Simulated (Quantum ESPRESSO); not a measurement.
# Aluminum (Fm-3m): from the cell to the phonon bands, part 3 of 3

How does Aluminum (Fm-3m) vibrate, and is this structure a minimum?

Quantum ESPRESSO 7.5; DFT LDA, scalar-relativistic, plane waves, PseudoDojo norm-conserving pseudopotentials.

So far. Step 5 (Linear response on the mesh): The acoustic modes at Γ come out as far as 0.2 cm⁻¹ from zero, where they should vanish, a small numerical error. The relaxed cell has a = 3.978 Å (conventional setting).

### 7. Dispersion (continued)

Harmonic mean-square displacement, third of the trace. Mean-square displacements:

| T (K) | Al1 U_eq (Å²) |
| --- | --- |
| 0 | 0.00323 |
| 100 | 0.00405 |
| 300 | 0.00876 |
| 600 | 0.01679 |

Mode patterns, pair constants, displacements and means over the zone were worked out by phonopy from the force constants of q2r.x.

All branches are real along the path.

### 8. Density of states

Sums over the zone need many more wavevectors than were solved, so the interpolation is sampled on a dense mesh.

The input, matdyn.in:

```
&INPUT
  asr    = 'crystal'
  flfrc  = 'x.fc'
  dos    = .true.
  fldos  = 'x.dos'
  nk1    = 20
  nk2    = 20
  nk3    = 20
  deltaE = 1.0
/
```

The run is started by

```console
> matdyn.x -in matdyn.in > matdyn.out
```

Numbers of over 12 decimals in the logs are rounded to 6 here.

What it wrote:

```text
[banner, memory and clock lines left out]
Program MATDYN v.7.5

 mass for atomic type   1 not given; uses mass from file x.fc
 Norm of the difference between old and new effective charges:    0.000000

 Norm of the difference between old and new force-constants:   1.08254e-08

     Message from routine matdyn:
     Z* not found in file x.fc, TO-LO splitting at q=0 will be absent!

Note: The following floating-point exceptions are signalling: IEEE_UNDERFLOW_FLAG
```

The job ended after 2.3 s (1 thread of Arm Neoverse V1, shared host).

Read from the output:

- share of modes beyond 3i cm⁻¹ on the dense interpolated mesh: 0
- zero-point energy per atom: 40.15 meV
- heat capacity at 300 K: 22.70 J/(mol atoms K)
- vibrational entropy at 300 K: 26.45 J/(mol atoms K)

The phonon density of states has structure finer than the step of the table below, so its rows give means over 20 cm⁻¹, whole bins alone (the curve runs from 0 to 330 cm⁻¹). Peaks (cm⁻¹: height): 200.0: 0.0215, 300.0: 0.0283.

Tetrahedra. Phonon density of states against wavenumber; means over each step:

| wavenumber (cm⁻¹) | phonon density of states (1/cm⁻¹/cell) |
| --- | --- |
| 20 | 3.8e-5 |
| 40 | 2.9e-4 |
| 60 | 7.5e-4 |
| 80 | 0.00150 |
| 100 | 0.00275 |
| 120 | 0.00503 |
| 140 | 0.0110 |
| 160 | 0.0180 |
| 180 | 0.0193 |
| 200 | 0.0194 |
| 220 | 0.0116 |
| 240 | 0.0100 |
| 260 | 0.00970 |
| 280 | 0.00906 |
| 300 | 0.0238 |
| 320 | 0.00779 |

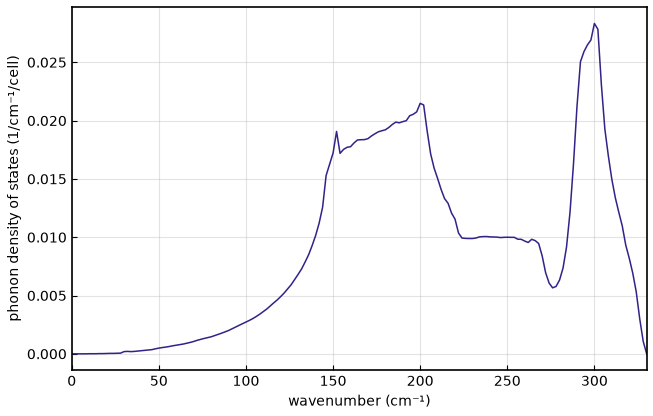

Phonon density of states, plotted against wavenumber.

Harmonic thermodynamic functions per atom, summed over the density of states scaled to three modes an atom; melting is ignored. Thermodynamic functions:

| T (K) | F_vib (meV/atom) | S (J/mol-atom/K) | C_V (J/mol-atom/K) |
| --- | --- | --- | --- |
| 0 | 40.15 | 0 | 0 |
| 50 | 40.04 | 1.021 | 3.292 |
| 100 | 38.3 | 6.142 | 12.19 |
| 200 | 25.75 | 17.68 | 20.3 |
| 300 | 2.65 | 26.45 | 22.7 |
| 400 | -28.36 | 33.13 | 23.64 |
| 500 | -65.55 | 38.46 | 24.1 |
| 600 | -107.8 | 42.87 | 24.35 |
| 700 | -154.2 | 46.64 | 24.5 |
| 800 | -204.3 | 49.92 | 24.61 |
| 900 | -257.5 | 52.82 | 24.68 |
| 1000 | -313.7 | 55.42 | 24.73 |

At 300 K the heat capacity has reached 91 % of the Dulong-Petit value.

### 9. The dispersion under another sum rule (asr all)

The sum rule corrects the force constants themselves, so it can shift branches at any wavevector, low ones most.

The input, matdyn.in:

```
&INPUT
  asr              = 'all'
  flfrc            = 'x.fc'
  flfrq            = 'x.freq'
  flvec            = 'x.modes'
  q_in_band_form   = .true.
  q_in_cryst_coord = .true.
/
8
  0.0000000   0.0000000   0.0000000   8  ! GAMMA
 -0.0000000   0.5000000   0.5000000   8  ! X
 -0.0000000   0.6250000   0.3750000   1  ! U
 -0.3750000   0.3750000  -0.0000000   8  ! K
  0.0000000   0.0000000   0.0000000   8  ! GAMMA
 -0.0000000   0.5000000  -0.0000000   8  ! L
 -0.2500000   0.5000000   0.2500000   8  ! W
 -0.0000000   0.5000000   0.5000000   1  ! X
```

The run is started by

```console
> matdyn.x -in matdyn.in > matdyn.out
```

What it wrote:

```text
[banner, memory and clock lines left out]
Program MATDYN v.7.5

 mass for atomic type   1 not given; uses mass from file x.fc
 Norm of the difference between old and new effective charges:    0.000000

 Huang before:    1   1   1   2,   residual stress:   0.000000
 Huang before:    1   1   1   3,   residual stress:   0.000000
 Huang before:    1   1   2   2,   residual stress:   0.000000
 Huang before:    1   1   2   3,   residual stress:  -0.000000
 Huang before:    1   1   3   3,   residual stress:   0.000000
 Huang before:    1   2   1   3,   residual stress:   0.000000
 Huang before:    1   2   2   2,   residual stress:  -0.000000
 Huang before:    1   2   2   3,   residual stress:  -0.000000
 Huang before:    1   2   3   3,   residual stress:  -0.000000
 Huang before:    1   3   2   2,   residual stress:   0.000000
 Huang before:    1   3   2   3,   residual stress:  -0.000000
 Huang before:    1   3   3   3,   residual stress:   0.000000
 Huang before:    2   2   2   3,   residual stress:   0.000000
 Huang before:    2   2   3   3,   residual stress:   0.000000
 Huang before:    2   3   3   3,   residual stress:  -0.000000

 Norm of the difference between old and new force-constants:   1.08254e-08

     Message from routine matdyn:
     Z* not found in file x.fc, TO-LO splitting at q=0 will be absent!
     Message from routine matdyn:
     Z* not found in file x.fc, TO-LO splitting at q=0 will be absent!

Note: The following floating-point exceptions are signalling: IEEE_UNDERFLOW_FLAG

   You are using asr="all", please consider citing C. Lin, S. Ponc\'e and N. Marzari, npj Comput Mater 8, 236 (2022).
```

It took 0.46 s on 1 thread.

At the labelled points the branches move by no more than 0.1 cm⁻¹.

### 10. Summary of results

| Quantity | Value |
| --- | --- |
| space group after relaxation | Fm-3m |
| volume per atom | 15.7 Å³ |
| q mesh | 4×4×4 |
| lowest mode on the q mesh (acoustic ones at the zone centre apart) | 115.4 cm⁻¹ |
| zero-point energy per atom | 40.1 meV |
| heat capacity at 300 K | 22.7 J/(mol atoms K) |
| vibrational entropy at 300 K | 26.5 J/(mol atoms K) |
| imaginary modes on the q mesh | none |

What this shows: Aluminum (Fm-3m) is dynamically stable on the 4×4×4 mesh; its spectrum reaches 329 cm⁻¹. These are harmonic frequencies at zero temperature: anharmonic shifts and linewidths and thermal expansion are left out. In a metal the frequencies hang on the k mesh and the smearing, most of all near Kohn anomalies.

[Host names and launcher messages were left out of these logs when they were recorded.]

[Logs are printed without paths, hosts, clocks, repeated set-up lines and the standing remarks that a program may print on its own settings, such as how far it seeks lower states.]

[Hosts, paths, dates, database ids (printed as entryN), source tags and the programs' standing remarks are cut or masked in the printed files.]
